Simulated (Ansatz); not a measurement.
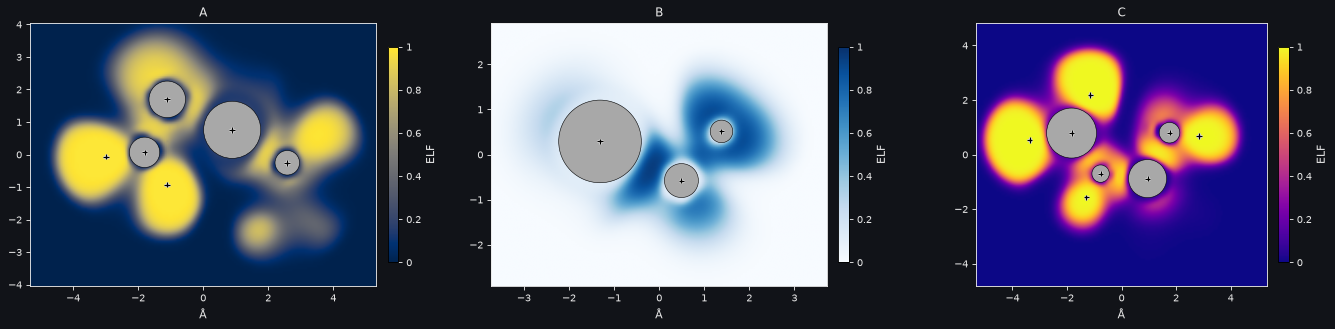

The electron localisation function of 3 systems, each on a plane through atoms (crosses mark nuclei in the plane; grey discs cover the cores).

Method: RKS PBE0-D4/def2-TZVPP in Ansatz.

System 1: CH4FGa (SMILES F[CH2][GaH2]), the plane of atoms F1, C2 and Ga3. Geometry: PBE0-D4/def2-TZVP.

```yaml
atoms:
  - { symbol: F, position_ang: [-1.0085, 0.2836, -1.4392] }
  - { symbol: C, position_ang: [-0.6572, -0.5229, -0.3415] }
  - { symbol: Ga, position_ang: [0.8158, 0.5076, 0.5431] }
  - { symbol: H, position_ang: [-0.3561, -1.4981, -0.7317] }
  - { symbol: H, position_ang: [-1.5517, -0.6514, 0.2729] }
  - { symbol: H, position_ang: [0.4613, 1.5831, 1.6295] }
  - { symbol: H, position_ang: [2.2964, 0.2981, 0.0669] }
```

System 2: C2H10GaNSi (SMILES C[SiH](C)[NH][GaH2]), the plane of atoms Si2, N4 and Ga5. Geometry: PBE0-D4/def2-TZVP.

```yaml
atoms:
  - { symbol: C, position_ang: [-1.6936, 0.1872, 1.2871] }
  - { symbol: Si, position_ang: [-0.0287, 0.5741, 0.5274] }
  - { symbol: C, position_ang: [1.2149, -0.7460, 0.9652] }
  - { symbol: N, position_ang: [-0.1479, 0.7074, -1.1954] }
  - { symbol: Ga, position_ang: [0.6947, -0.1947, -2.5458] }
  - { symbol: H, position_ang: [-2.4339, 0.9473, 1.0231] }
  - { symbol: H, position_ang: [-2.0666, -0.7799, 0.9396] }
  - { symbol: H, position_ang: [-1.6267, 0.1557, 2.3784] }
  - { symbol: H, position_ang: [0.4301, 1.8768, 1.1026] }
  - { symbol: H, position_ang: [0.9130, -1.7256, 0.5860] }
  - { symbol: H, position_ang: [1.3022, -0.8200, 2.0526] }
  - { symbol: H, position_ang: [2.2059, -0.5210, 0.5651] }
  - { symbol: H, position_ang: [-0.7892, 1.4182, -1.5226] }
  - { symbol: H, position_ang: [1.7139, -1.3116, -2.1623] }
  - { symbol: H, position_ang: [0.3119, 0.2319, -4.0010] }
```

System 3: CH6BNSZn (SMILES B[S][Zn][CH2]N), the plane of atoms H6, B1 and H7. Geometry: PBE0-D4/def2-TZVP.

| atom | x (Å) | y (Å) | z (Å) |
| --- | --- | --- | --- |
| B | 0.9960 | 2.4508 | 0.6598 |
| S | 2.4232 | 1.4213 | 0.4466 |
| Zn | 1.0581 | -0.2947 | 0.2149 |
| C | -0.3164 | -1.6879 | -0.0604 |
| N | -1.4808 | -1.3284 | -0.8675 |
| H | 1.1383 | 3.6230 | 0.8411 |
| H | -0.1238 | 2.0025 | 0.6267 |
| H | 0.1632 | -2.5611 | -0.5094 |
| H | -0.6627 | -2.0210 | 0.9213 |
| H | -1.9811 | -0.5455 | -0.4680 |
| H | -1.2141 | -1.0589 | -1.8051 |

**Which map belongs to which system?**

Panel A is system 3, CH6BNSZn: the plane holds B, S, Zn, C and H. B–S (1.77 Å): the ELF peaks at about 0.90 between the atoms: localised, covalent bonding. Panel B is system 1, CH4FGa: the plane holds F, C and Ga. C–F (1.41 Å): the ELF peaks at about 0.85 between the atoms; a shared but strongly polarised pair. Panel C is system 2, C2H10GaNSi: the plane holds Si, C, N, Ga and H. Si–N (1.73 Å): the ELF peaks at about 0.90 between the atoms; a shared but strongly polarised pair.
